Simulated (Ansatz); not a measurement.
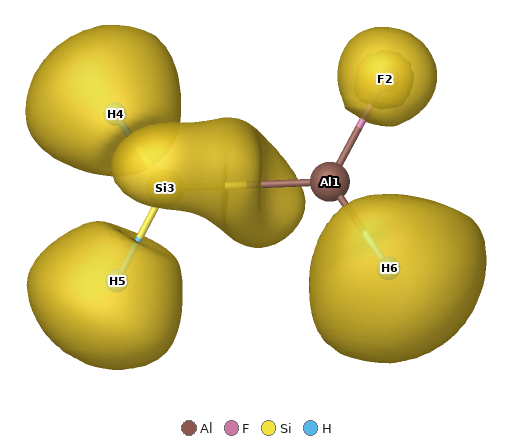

The picture shows: AlFH3Si (SMILES [F][AlH][SiH2]) (doublet). Isosurface of the ELF at 0.8 (yellow), seen at a tilt. Only the valence region is drawn (cores and ρ < 0.01 e/Å³ removed).

Geometry: B3LYP/6-31G*.

Theory: Ansatz 0.2.0, isolated molecule in a Gaussian basis; Kohn-Sham density functional theory, functional PBE0.

```yaml
atoms:
  - { symbol: Al, position_ang: [-0.8413, 0.0933, 0.5990] }
  - { symbol: F, position_ang: [-1.2004, -1.4839, 0.9841] }
  - { symbol: Si, position_ang: [0.6071, 0.5112, -1.2616] }
  - { symbol: H, position_ang: [0.9119, -0.5005, -2.3092] }
  - { symbol: H, position_ang: [0.7464, 1.8851, -1.8183] }
  - { symbol: H, position_ang: [-1.4020, 1.2234, 1.5551] }
```

Q: Where are the electrons localised?

A: The ELF exceeds this value in three regions around hydrogen nuclei, one region on Si in which the atom's valence shell and bonds are merged and one region wrapped around F (its valence shell). Along the contacts the grid gives the following. Al–F (1.66 Å): the ELF peaks at about 0.85 in the valence shell of F, 0.6 Å from its nucleus, and is about 0.25 at the midpoint. Al–Si (2.39 Å): the ELF peaks at about 1 between the atoms (a covalent bond).
